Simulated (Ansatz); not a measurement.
# Ca2C (model cell, started as antifluorite): a soft mode frozen in

Wanted: the energy along a soft mode of Ca2C (model cell, started as antifluorite) and the structure at the end.

Main program and level: Ansatz 0.2.0; DFT PBEsol, scalar-relativistic, plane waves, PAW.

The structure was built from a prototype and need not be the compound's stable phase.

### Step 1. The structure

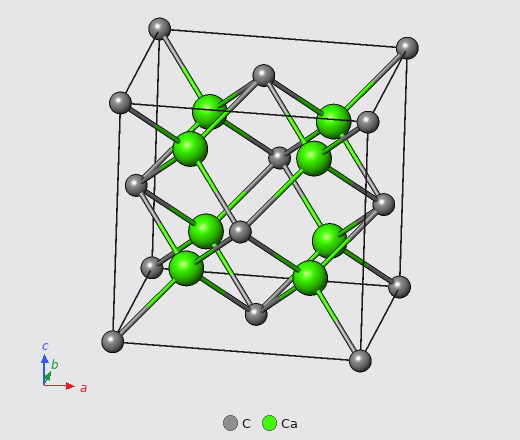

Start, viewed slightly off an axis; carbon grey, calcium green. This picture shows the conventional cell, with its axes. Some periodic images of atoms are drawn too.

### Step 2. The dispersion

The cell comes from relaxations at this level that are not shown. Stability and thermal properties need the whole zone. Linear response on a 4×4×4 q mesh gives force constants as far as a supercell of that size would.

File input.yaml:

```yaml
crystal:
  lattice:
    - [0.0, 3.1025879259, 3.1025879259]
    - [3.1025879259, 0.0, 3.1025879259]
    - [3.1025879259, 3.1025879259, 0.0]
  atoms:
    - { symbol: C, position: [0.0, 0.0, 0.0] }
    - { symbol: Ca, position: [0.25, 0.25, 0.25] }
    - { symbol: Ca, position: [0.75, 0.75, 0.75] }
kpoints:
  mp_grid: { grid: [12, 12, 12] }
hamiltonian:
  xc: pbesol
scf:
  occupations: { method: gaussian, width: 0.01 }
output:
  eigenvalues: true
phonons:
  method: dfpt
  qmesh: [4, 4, 4]
  temperatures: { t_max: 1000, t_step: 50 }
  qpath:
    path:
      - [[0.0, 0.0, 0.0], [0.5, 0.0, 0.5], [0.625, 0.25, 0.625]]
      - [[0.375, 0.375, 0.75], [0.0, 0.0, 0.0], [0.5, 0.5, 0.5], [0.5, 0.25, 0.75], [0.5, 0.0, 0.5]]
    npoints: 10
```

On the command line:

```bash
$ ansatz run input.yaml --threads 4 --pin off --max-ram 7168MiB --backend cpu --events-out ev --progress --plain --runs-dir out
```

Numbers of over 12 decimals in the logs are rounded to 6 here.

The program printed:

```text
Warning: phonons: the dynamical matrix that this run interpolates holds no multipole term above the dipole-dipole one, and a site of this crystal is no centre of inversion, so its interpolated transverse optical and acoustic branches and sound speeds can stay off near Gamma, and the density of states and the thermodynamics with them. What a run solves at a wave vector of phonons.qpoints, Gamma apart, where the deck admits one, is free of this, and under fd what a larger phonons.supercell samples
Engine: ansatz 0.2.0, aarch64-unknown-linux-gnu
Pseudopotentials: kind: paw
Pseudopotential: C, paw, valence charge 4, recommended cutoff 420 eV (normal), C.paw.azcp
Pseudopotential: Ca, paw, valence charge 10, recommended cutoff 420 eV (normal), Ca.paw.azcp
Functional definition: PBEsol
  exchange = pbesol_x
  correlation = pbesol_c
Crystal: 3 atoms, lattice volume = 59.731 Å³
Basis set: ecut = 420 eV, 1211 PW (Γ), exchange–correlation on 60×60×60 points (8 copies of the dense FFT grid, shifted against one another)
Bands: 16, of which v1, the nominal top of the filled ones, is band 12 counted from 1 (11 counted from 0)
Symmetry: 48 space group operations
k-points: 72 of 1728
Non-local potential: C, projectors of the file, l = 0: 2, l = 1: 2, l = 2: 1
Non-local potential: Ca, projectors of the file, l = 0: 3, l = 1: 2, l = 2: 2
PAW form: soft (Blöchl's): semilocal exchange-correlation on the pseudo side does not see the compensation charge
PAW frozen core: C, regenerated for the run's functional, and the local potential with it (the file was generated under x = pbe(κ = 0.804, μ = 0.219515), c = pbe(β = 0.066725))
PAW frozen core: Ca, regenerated for the run's functional, and the local potential with it (the file was generated under x = pbe(κ = 0.804, μ = 0.219515), c = pbe(β = 0.066725))
PAW one-centre angular grid: C, 110 points (default); XC on 64 Gauss nodes
PAW one-centre angular grid: Ca, 110 points (default); XC on 64 Gauss nodes
Initial density: superposition of atomic densities (neutral atoms: chi_scale 0, normalization atom), corrected by the library's trained network
Initial wavefunctions: pseudopotential atomic-orbital guess
Functional: x = pbesol(κ = 0.804, μ = 0.123457), c = pbesol(β = 0.046)
SCF iter   1: F=—  HF=-3833.247288 eV  |F-HF|=—  |Δ(HF+E_count)|=         —  Δρ=3.94e-3  dr2=9.18e-3  ethr=1.77e-3  ⟨swp⟩=6.8  Hψ=7072  notcnv=0
preconditioner: auto → none  [insulator: Δε(μ)=0.150 eV  Ē_g=5.507 eV  σ=0.010 eV  W_gap=1.00  n_scr=14 (ndim 8)  ℏωp=13.6 eV  f_vac=0.000  D(μ)=0.00/eV (n_scr^D=0)  ε∞_Penn≈7.1]
SCF iter   2: F=—  HF=-3833.245921 eV  |F-HF|=—  |Δ(HF+E_count)|=   1.37e-3  Δρ=1.58e-3  dr2=1.53e-3  ethr=3.82e-5  ⟨swp⟩=3.0  Hψ=2848  notcnv=0
SCF iter   3: F=—  HF=-3833.246366 eV  |F-HF|=—  |Δ(HF+E_count)|=   4.45e-4  Δρ=1.42e-3  dr2=2.29e-3  ethr=6.37e-6  ⟨swp⟩=2.0  Hψ=1729  notcnv=0
SCF iter   4: F=—  HF=-3833.245946 eV  |F-HF|=—  |Δ(HF+E_count)|=   4.20e-4  Δρ=2.91e-4  dr2=4.05e-5  ethr=6.37e-6  ⟨swp⟩=2.0  Hψ=1708  notcnv=0
SCF iter   5: F=—  HF=-3833.245956 eV  |F-HF|=—  |Δ(HF+E_count)|=   9.70e-6  Δρ=1.34e-4  dr2=2.50e-5  ethr=1.69e-7  ⟨swp⟩=2.0  Hψ=1421  notcnv=0
SCF iter   6: F=—  HF=-3833.245954 eV  |F-HF|=—  |Δ(HF+E_count)|=   2.05e-6  Δρ=5.29e-5  dr2=3.92e-6  ethr=1.04e-7  ⟨swp⟩=2.0  Hψ=1309  notcnv=0
SCF iter   7: F=—  HF=-3833.245954 eV  |F-HF|=—  |Δ(HF+E_count)|=   2.87e-7  Δρ=7.57e-6  dr2=7.76e-8  ethr=1.63e-8  ⟨swp⟩=2.0  Hψ=1353  notcnv=0
SCF iter   8: F=—  HF=-3833.245953 eV  |F-HF|=—  |Δ(HF+E_count)|=   6.91e-7  Δρ=5.44e-7  dr2=3.46e-10  ethr=3.24e-10  ⟨swp⟩=2.0  Hψ=1402  notcnv=0
SCF iter   9: F=-3833.245953 eV  HF=-3833.245953 eV  |F-HF|=9.09e-13  |Δ(HF+E_count)|=  4.55e-11  Δρ=3.99e-8  dr2=1.71e-12  ethr=1.00e-12  ⟨swp⟩=4.0  Hψ=5252  notcnv=0
SCF 1 converged in 9 iterations: F = -3833.245953 eV  dr2 = 1.71e-12
  greatest PAW one-centre occupation: 0.996 electrons in one spin orbital (limit 2), on the Ca atom at site 2 (counted from 0), in its partial waves of l = 0
Initial density: read from a saved state, or passed on in memory by an earlier SCF of this step, an earlier step, the calling program or the single point that the run made first
iter 1 solved again at ethr=1.78e-6 eV; its pass at ethr=3.10e-3 eV (dr2=4.28e-4 eV) is discarded
[...]
eigensolver tolerance schedule: the retry pair's looser diagonalisation over-reported the residual by 2263765.77 of it (diagonalisation noise at an unbounded share of the residual, at the tolerance the schedule requests for it); recorded, not acted on — ethr = c·dr2/N_el stays at c = 1.0e-1
preconditioner: auto → none  [insulator: Δε(μ)=0.162 eV  Ē_g=5.505 eV  σ=0.010 eV  W_gap=1.00  n_scr=14 (ndim 8)  ℏωp=13.6 eV  f_vac=0.000  D(μ)=0.00/eV (n_scr^D=0)  ε∞_Penn≈7.1]
[...]
SCF iter   4: F=—  HF=-3833.245953 eV  |F-HF|=—  |Δ(HF+E_count)|=  4.55e-13  Δρ=2.15e-7  dr2=1.91e-11  ethr=1.00e-12  ⟨swp⟩=2.0  Hψ=1912  notcnv=0
SCF iter   5: F=-3833.245953 eV  HF=-3833.245953 eV  |F-HF|=9.09e-13  |Δ(HF+E_count)|=  1.36e-12  Δρ=1.15e-7  dr2=5.33e-12  ethr=1.00e-12  ⟨swp⟩=1.0  Hψ=2592  notcnv=0
SCF 2 converged in 5 iterations: F = -3833.245953 eV  dr2 = 5.33e-12
k-points: 163 of 1728 (irreducible under 8 space group operations, time reversal used)
iter 1 solved again at ethr=1.72e-6 eV; its pass at ethr=3.10e-3 eV (dr2=4.12e-4 eV) is discarded
SCF iter   1: F=—  HF=-3833.245953 eV  |F-HF|=—  |Δ(HF+E_count)|=         —  Δρ=5.48e-7  dr2=2.56e-10  ethr=1.72e-6  ⟨swp⟩=2.4  Hψ=18731  notcnv=0  defer=296
eigensolver tolerance schedule: the retry pair's looser diagonalisation over-reported the residual by 1608420.57 of it (diagonalisation noise at an unbounded share of the residual, at the tolerance the schedule requests for it); recorded, not acted on — ethr = c·dr2/N_el stays at c = 1.0e-1
preconditioner: auto → none  [insulator: Δε(μ)=0.162 eV  Ē_g=5.505 eV  n_scr=14 (ndim 8)  ℏωp=13.6 eV  f_vac=0.000  ε∞_Penn≈7.1]
SCF iter   2: F=—  HF=-3833.245953 eV  |F-HF|=—  |Δ(HF+E_count)|=   4.21e-7  Δρ=9.13e-7  dr2=9.62e-10  ethr=1.07e-12  ⟨swp⟩=4.4  Hψ=7475  notcnv=0  defer=141
SCF iter   3: F=-3833.245953 eV  HF=-3833.245953 eV  |F-HF|=3.00e-11  |Δ(HF+E_count)|=  1.63e-10  Δρ=2.84e-7  dr2=5.80e-11  ethr=1.00e-12  ⟨swp⟩=4.1  Hψ=12648  notcnv=0
SCF 3 converged in 3 iterations: F = -3833.245953 eV  dr2 = 5.80e-11
NSCF: frozen V_eff on 163 k-points
NSCF: frozen V_eff on 84 k-points
DFPT response loops at Γ: preconditioner auto → none (the input reference at scf.mixing.eps_inf says where Resta's filter doesn't serve); β = 0.50; Broyden in place of MSR1
[...]
DFPT response loops at q = (0, 0, 0) (fractional): mixed as the last ones told, above
NSCF: frozen V_eff on 1872 k-points
DFPT response loops at q = (0, 0, 0.25) (fractional): preconditioner auto → Resta (q_TF=auto, 2.344 Å⁻¹)  ε∞=19.2 (no band partly filled); β = 1.00, the filter's whole step (`scf.mixing.beta` (0.50) is not read by the response loops at its default; to damp them type it under 1.00, their step now; it binds the ground state too); Broyden in place of MSR1
NSCF: frozen V_eff on 952 k-points
DFPT response loops at q = (0, 0, -0.5) (fractional): mixed as the last ones told, above
NSCF: frozen V_eff on 1020 k-points
DFPT response loops at q = (0, 0.25, 0.25) (fractional): mixed as the last ones told, above
NSCF: frozen V_eff on 3456 k-points
DFPT response loops at q = (0, 0.25, -0.5) (fractional): mixed as the last ones told, above
NSCF: frozen V_eff on 1872 k-points
DFPT response loops at q = (0, 0.25, -0.25) (fractional): mixed as the last ones told, above
NSCF: frozen V_eff on 560 k-points
DFPT response loops at q = (0, -0.5, -0.5) (fractional): mixed as the last ones told, above
NSCF: frozen V_eff on 1020 k-points
DFPT response loops at q = (0.25, -0.5, -0.25) (fractional): mixed as the last ones told, above
SCF converged after 9 iterations
Free energy (F): -3833.245953 eV
Harris-Foulkes:  -3833.245953 eV  (|F-HF|=9.09e-13)
Internal energy: -3833.245953 eV  (E = F + TS)
E sigma→0 (E₀):  -3833.245953 eV
Fermi energy:    7.910779 eV
--- Per-component energies (eV) ---
  E_band       = -246.274124
  E_kinetic    = 642.082786
  E_local      = -1477.988667  (includes V_loc(G=0)·N_el)
  E_nonlocal   = 156.256642
  E_hartree    = 484.336595
  E_xc         = -319.180070
  E_vxc        = -399.831762  (∫ρ·V_xc dr)
  E_paw        = -1768.179778  (= ΣΔE_a)
  E_vpaw       = -135.466314  (= ΣTr[D̂ρ^β])
  E_aug_tail   = -0.000007  (compensation charges beyond the density's cutoff)
  E_ewald      = -1550.832143
  E_core_change = 0.258689  (= ΣΔE_core)
  E_smearing   = -0.000000  (= −TS)
  E_closure    = -0.000000  (closes the sum)
  Σ components = -3833.245953   (vs F -3833.245953, Δ=0.00e0)
--- Band table (eV; the first three rows and the last of 72) ---
  k-point 0: bands = [... 8 lower, -0.5619, 6.6907, 6.6907, 6.6907, 8.6942, 9.6384, 9.6384, 13.7406]
  k-point 1: bands = [... 8 lower, -0.5177, 6.5130, 6.7315, 6.7315, 9.0250, 9.6821, 9.6821, 13.3153]
  k-point 2: bands = [... 8 lower, -0.3970, 6.2034, 6.8463, 6.8463, 9.7584, 9.8137, 9.8137, 12.6590]
  k-point 71: bands = [... 8 lower, 0.2472, 6.6721, 6.6721, 7.6377, 8.3184, 10.8592, 10.8592, 12.1022]
--- Phonons (Γ-DFPT): 2 representative perturbations + reference (Σ response iterations 6) ---
  ASR residual: 2.708e-5 → 0.000e0 eV/Å²; symmetrization residual: 3.475e-7 eV/Å²
  ASR residual per site (eV/Å²): 2.71e-5 5.02e-6 5.02e-6
  Γ frequencies (cm⁻¹): 0.00 0.00 0.00 224.53 224.53 224.53 251.36 251.36 251.36
  Unit cell's response to a homogeneous field: 3 representative field directions (Σ response iterations 12)
  ε∞ (high-frequency dielectric tensor):
       15.528406     0.000000    -0.000000
        0.000000    15.528406    -0.000000
       -0.000000    -0.000000    15.528406
  ε⁰ (static dielectric tensor): not given — the deck does not say what the cell's rigid motions are, and on a molecule in a box or a wire the rigid rotations would enter the sum over the modes at Γ. For a crystal or a slab, whose only rigid motions are the translations, set phonons.rigid_motions: translations.
  Born effective charges Z* (e; rows j = field, columns β = displacement):
    site 0:
        -4.31415    0.00000    0.00000
         0.00000   -4.31415    0.00000
        -0.00000   -0.00000   -4.31415
    site 1:
         2.15708   -0.00000   -0.00000
        -0.00000    2.15708   -0.00000
         0.00000    0.00000    2.15708
    site 2:
         2.15708    0.00000   -0.00000
         0.00000    2.15708   -0.00000
         0.00000    0.00000    2.15708
  Z* charge neutrality: 1.142e-3 e pre-enforcement
  solved inside a basis spanned on the 12×12×12 k-mesh, on 12×12×12 k-points, its susceptibility summed on 16×16×16: ε∞ is read to err by 5.5e-2, Z* by 1.8e-2 e; Z* is corrected for what the basis lacks
  optical modes at Γ without the LO–TO term, one row a degenerate level:
      ω (cm⁻¹)  modes    IR ((D/Å)²/amu)
        224.53      3             0.0000
        251.36      3           123.3203
  optical modes at Γ + LO–TO along q̂ = [1.0000, 0.0000, 0.0000]:
      ω (cm⁻¹)  modes    IR ((D/Å)²/amu)
        224.53      3             0.0000
        251.36      2            82.2135
        397.12      1            41.1068
  optical modes at Γ + LO–TO along q̂ = [0.0000, 1.0000, 0.0000]:
      ω (cm⁻¹)  modes    IR ((D/Å)²/amu)
        224.53      3             0.0000
        251.36      2            82.2135
        397.12      1            41.1068
  optical modes at Γ + LO–TO along q̂ = [0.0000, 0.0000, 1.0000]:
      ω (cm⁻¹)  modes    IR ((D/Å)²/amu)
        224.53      3             0.0000
        251.36      2            82.2135
        397.12      1            41.1068
--- Phonons (arbitrary-q DFPT): 8 irreducible q on the 4×4×4 mesh ---
  q = [0.0000, 0.0000, 0.0000] (star 1, of the zone-centre solve; hermiticity 1.61e-7, symmetrization 1.69e-14): 0.00 0.00 0.00 224.53 224.53 224.53 251.36 251.36 251.36
  q = [0.0000, 0.0000, 0.2500] (star 8, 2 solved perturbations on 936 of 1728 k-point pairs; hermiticity 1.12e-7, symmetrization 8.89e-14): 101.13 101.13 117.09 210.49 210.49 213.62 249.69 249.69 412.27
  q = [0.0000, 0.0000, -0.5000] (star 4, 2 solved perturbations on 476 of 1728 k-point pairs; hermiticity 1.07e-7, symmetrization 5.80e-14): 156.64 167.24 167.24 189.21 189.21 211.50 232.73 232.73 401.25
  q = [0.0000, 0.2500, 0.2500] (star 6, 4 solved perturbations in 1608 linear systems a pass and spin channel, the states on 510 of 1728 k-point pairs; hermiticity 1.24e-7, symmetrization 6.47e-14): 59.52 59.52 152.83 192.78 219.26 219.26 273.92 273.92 416.89
  q = [0.0000, 0.2500, -0.5000] (star 24, 4 solved perturbations in 5328 linear systems a pass and spin channel, the states on 1728 of 1728 k-point pairs; hermiticity 4.51e-8, symmetrization 5.88e-14): 81.28 113.29 114.19 209.76 210.68 254.80 260.03 300.46 386.87
  q = [0.0000, 0.2500, -0.2500] (star 12, 4 solved perturbations in 2892 linear systems a pass and spin channel, the states on 936 of 1728 k-point pairs; hermiticity 3.79e-8, symmetrization 7.62e-14): 61.63 157.31 170.61 182.80 185.21 226.90 250.36 309.25 390.69
  q = [0.0000, -0.5000, -0.5000] (star 3, 4 solved perturbations in 886 linear systems a pass and spin channel, the states on 280 of 1728 k-point pairs; hermiticity 5.61e-9, symmetrization 1.56e-13): -59.69 84.06 84.06 206.92 206.92 281.23 281.23 300.66 387.22
  q = [0.2500, -0.5000, -0.2500] (star 6, 4 solved perturbations in 1544 linear systems a pass and spin channel, the states on 510 of 1728 k-point pairs; hermiticity 1.55e-8, symmetrization 8.90e-14): -18.03 60.83 175.73 175.73 207.90 275.32 297.76 339.83 339.83
  sum rule: each row above includes the acoustic sum rule's correction from the zone centre's row sums; it moved no ω² by more than (0.78 cm⁻¹)²
  mesh force constants: q→R imaginary residual 8.62e-18; ASR residual 2.708e-5 → 0.000e0 eV/Å²; symmetrization residual 3.553e-15 eV/Å²
  interpolated dispersion: 63 rows × 9 modes
  density of states and harmonic sums: on the 20×20×20 q-mesh, interpolated from the force constants of a 4×4×4 supercell (with the dipole–dipole term)
  largest difference from the sums on the solved wave vectors: F 2.57e-2 eV, S 3.29e-5 and C_V 7.42e-6 eV/K
  zero-point energy: 0.118034 eV/cell   skipped modes (ω ≤ 0): 34, of them read as no rigid motion or as one in doubt: 31 (1.039e-1 modes/cell left out, lowest -59.69 cm⁻¹)   left out of the sums: 1.16e-2 of the cell's modes: C_V's classical limit lies that fraction below 3 k_B per atom; for a crystal, a wire or a layer, F and S can be off by more, and a phonons.interpolated_qmesh denser along its periods is the remedy for the sampling
```

Run time: 5 min. Hardware: 4 threads of Arm Neoverse V2, shared host; peak memory 3.8 GiB; 19 min of CPU time.

In the SCF lines HF is the Harris–Foulkes energy and dr2 the Hartree energy of the density residual, in eV; the loop may stop once dr2 is under the threshold and the program's other checks hold. Hψ counts applications of the Hamiltonian.

This step gave:

```yaml
gap_on_the_k_mesh: 0.1623 eV
volume_per_atom: 19.91 Å³
sum_rule_residual_before_enforcement: 2.71e-5 eV/Å²
lowest_frequency_on_the_path: -59.69 cm⁻¹
point_group: m-3m
highest_frequency_on_the_path_or_at_a_solved_wavevector: 416.9 cm⁻¹
highest_optical_mode_at_the_zone_centre_no_lo_to_term: 251.4 cm⁻¹
lowest_optical_zone_centre_mode: 224.5 cm⁻¹
lowest_mode_on_the_q_mesh_acoustic_modes_at_gamma_apart: -59.69 cm⁻¹
```

Frequencies (cm⁻¹) solved at each irreducible wavevector; negative means imaginary. Frequencies by wavevector, by row:

```csv
q in reciprocal lattice units,star,mode 1,mode 2,mode 3,mode 4,mode 5,mode 6,mode 7,mode 8,mode 9
0 0 0,1,0,0,0,224.5,224.5,224.5,251.4,251.4,251.4
0 0 0.25,8,101.1,101.1,117.1,210.5,210.5,213.6,249.7,249.7,412.3
0 0 -0.5,4,156.6,167.2,167.2,189.2,189.2,211.5,232.7,232.7,401.2
0 0.25 0.25,6,59.5,59.5,152.8,192.8,219.3,219.3,273.9,273.9,416.9
0 0.25 -0.5,24,81.3,113.3,114.2,209.8,210.7,254.8,260,300.5,386.9
0 0.25 -0.25,12,61.6,157.3,170.6,182.8,185.2,226.9,250.4,309.2,390.7
0 -0.5 -0.5,3,-59.7,84.1,84.1,206.9,206.9,281.2,281.2,300.7,387.2
0.25 -0.5 -0.25,6,-18,60.8,175.7,175.7,207.9,275.3,297.8,339.8,339.8
```

Interpolated from a 4×4×4 q mesh, with the LO-TO term (at Γ the limit along the path; where Γ stands inside the path, tables give the limit on arrival). Phonon branches along the path, in cm⁻¹:

```csv
point,branch 1,branch 2,branch 3,branch 4,branch 5,branch 6,branch 7,branch 8,branch 9
Γ,0,0,0,224,224,224,251,251,397
X,-60,84,84,207,207,281,281,301,387
U,-28,109,117,207,209,259,280,329,365
jump to K,-28,109,117,207,209,259,280,329,365
Γ,0,0,0,224,224,224,251,251,397
L,157,167,167,189,189,212,233,233,401
W,-18,61,176,176,208,275,298,340,340
X,-60,84,84,207,207,281,281,301,387
```

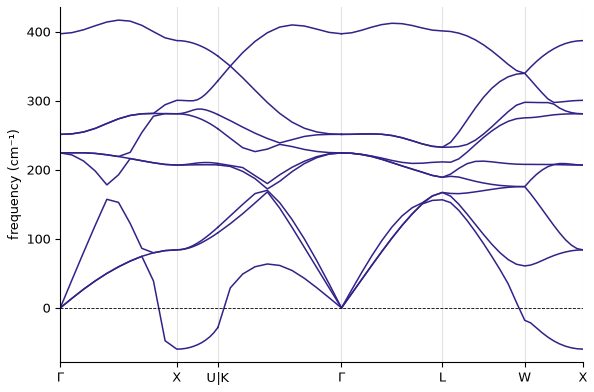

Phonon branches along the path.

Symmetry leaves 8 wavevectors to solve. The lowest mode among them, the acoustic zeros apart, lies at q = (0, -0.5, -0.5) and is imaginary, 59.7i cm⁻¹, so the energy falls along it.

### Step 3. The mode frozen in, largest atomic shift 0 Å

The mode followed lies at q = (0, -0.5, -0.5) with frequency 59.7i cm⁻¹, the softest among the wavevectors solved. At small amplitude the distorted cell has space group no. 137 by a symmetry search on the positions. The undistorted cell that holds it gives the zero of energy on the same k mesh.

System of this step: Ca2C (model cell, started as antifluorite). Symmetry: Fm-3m, No. 225, cubic system. Conventional cell: a = 6.205 Å, b = 6.205 Å, c = 6.205 Å, α = 90.00°, β = 90.00°, γ = 90.00°. Nearest to C lie 8 Ca at 2.69 Å. Ca has 4 C at 2.69 Å nearest. Farther neighbours are not listed.

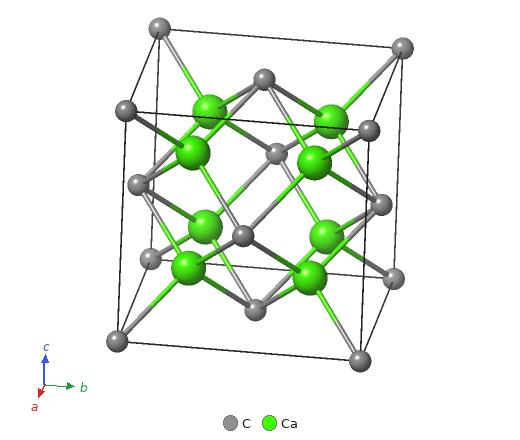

The cell of this step (carbon grey, calcium green). Some periodic images of atoms are drawn too.

File input.yaml:

```yaml
crystal:
  lattice:
    - [0.0, -3.1025879259, -3.1025879259]
    - [0.0, 3.1025879259, -3.1025879259]
    - [6.2051758518, 0.0, 0.0]
  atoms:
    - { symbol: C, position: [0.5, 0.5, 0.5] }
    - { symbol: C, position: [0.0, 0.0, 0.0] }
    - { symbol: Ca, position: [0.0, 0.5, 0.75] }
    - { symbol: Ca, position: [0.5, 0.0, 0.25] }
    - { symbol: Ca, position: [0.0, 0.5, 0.25] }
    - { symbol: Ca, position: [0.5, 0.0, 0.75] }
kpoints:
  mp_grid: { grid: [8, 8, 6] }
hamiltonian:
  xc: pbesol
scf:
  occupations: { method: gaussian, width: 0.01 }
output:
  forces: true
  stress: true
  eigenvalues: true
```

The program printed:

```text
[...]
Crystal: 6 atoms, lattice volume = 119.463 Å³
Basis set: ecut = 420 eV, 2373 PW (Γ), exchange–correlation on 60×60×90 points (8 copies of the dense FFT grid, shifted against one another)
Bands: 30, of which v1, the nominal top of the filled ones, is band 24 counted from 1 (23 counted from 0)
Symmetry: 32 space group operations
[...]
k-points: 60 of 384
[...]
k-point 0: bands = [... 20 lower, 6.6908, 6.6908, 7.8295, 7.8295, 7.9917, 8.6942, 9.6385, 9.6385, ... 2 higher]
  k-point 1: bands = [... 20 lower, 6.7632, 6.7632, 7.7520, 7.7520, 8.2536, 9.1176, 9.6878, 9.6999, ... 2 higher]
  k-point 2: bands = [... 20 lower, 6.9648, 6.9648, 7.5383, 7.5383, 8.8449, 9.6485, 9.8274, 10.1525, ... 2 higher]
  k-point 59: bands = [... 20 lower, 6.6721, 6.6721, 7.6376, 7.6376, 8.3184, 8.3184, 10.8592, 10.8592, ... 2 higher]
[key lines of the parts left out:]
SCF converged after 8 iterations
Free energy (F): -7666.491924 eV
Fermi energy:    7.910814 eV
P = ⅓ Tr σ = 0.0006 GPa (0.006 kbar)
```

Wall time 2.9 s (4 threads); peak memory 0.48 GiB.

This step gave:

| Item | Value |
| --- | --- |
| pressure | 5.88e-4 GPa |
| gap on the k-mesh | 0.1622 eV |
| energy from the undistorted cell | 0 meV/atom |

The run ends at a pressure of 0.00 GPa.

(Continued in part 2 of 3.)

[Logs are printed without paths, hosts, clocks, repeated set-up lines and the standing remarks that a program may print on its own settings, such as how far it seeks lower states.]

[Hosts, paths, dates, database ids (printed as entryN), source tags and the programs' standing remarks are cut or masked in the printed files.]
